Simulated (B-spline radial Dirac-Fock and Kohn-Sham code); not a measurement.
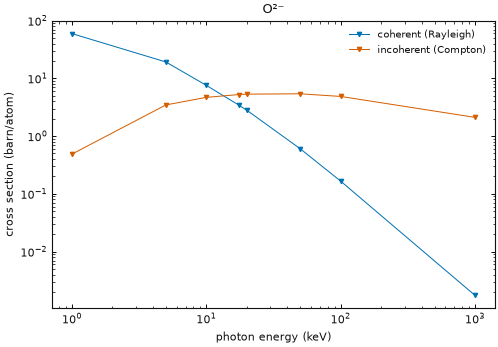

Coherent and incoherent photon scattering cross sections against photon energy, computed at the marked points and joined by straight lines. Species: oxygen in charge state −2 (O²⁻) ([Ne]), inside a Watson sphere of charge +2 and radius 1.42 Å that stands in for a crystal. The calculation used Thomson × f² and Klein–Nishina × S on Dirac–Fock densities, without anomalous dispersion (a B-spline radial code).

### Where does Compton scattering overtake Rayleigh scattering?

Between 10.0 keV and 17.5 keV.

### What are the two cross sections at 1.000 keV?

Coherent 59.6 b, incoherent 0.488 b.
